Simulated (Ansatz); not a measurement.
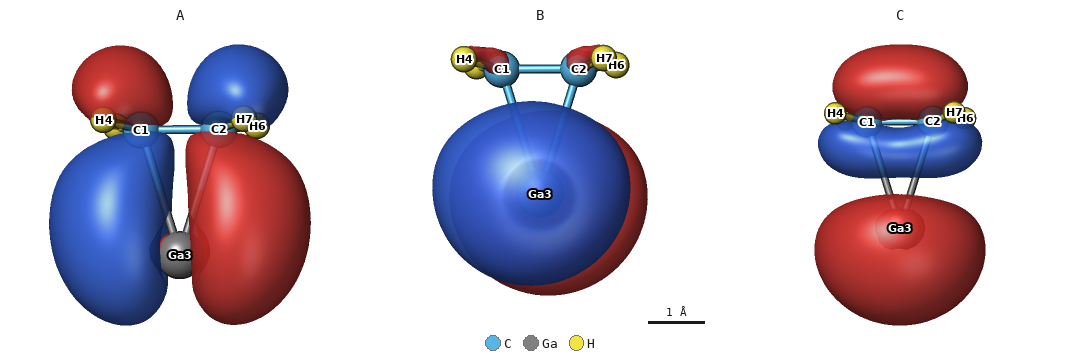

Figure. C$_{2}$H$_{4}$Ga (SMILES [CH2]1[CH2][Ga]1) (doublet). Three frontier orbitals at ±0.08 Å⁻³ᐟ² (red and blue are the two phases), in no order.

Geometry: PBE0-D3(BJ)/def2-SVP.

The calculation used Ansatz, isolated molecule in a Gaussian basis; Kohn-Sham density functional theory, functional PBE0.

```yaml
atoms:
  - { symbol: C, position_ang: [-1.9339, -1.0934, 2.0522] }
  - { symbol: C, position_ang: [-0.9151, -0.1474, 1.8993] }
  - { symbol: Ga, position_ang: [0.1095, -2.2661, 2.0241] }
  - { symbol: H, position_ang: [-2.3713, -1.3025, 3.0333] }
  - { symbol: H, position_ang: [-2.4928, -1.4699, 1.1900] }
  - { symbol: H, position_ang: [-0.6470, 0.2434, 0.9129] }
  - { symbol: H, position_ang: [-0.5257, 0.4106, 2.7563] }
```

### Which picture is the HOMO−1, the HOMO and the LUMO? All are α orbitals.

C is the HOMO−1 (α) (−6.79 eV). It lies mainly on Ga3 (about 60 %), C1 (about 15 %) and C2 (about 15 %). A is the HOMO (α) (−4.52 eV). Its weight (Hirshfeld) is mainly on Ga3 (about 45 %), C1 (about 20 %) and C2 (about 20 %). B is the LUMO (α) (−1.42 eV). It lies mainly on Ga3 (about 90 %).

### What is the gap between the highest occupied and lowest empty α orbitals?

3.10 eV between the orbital energies.
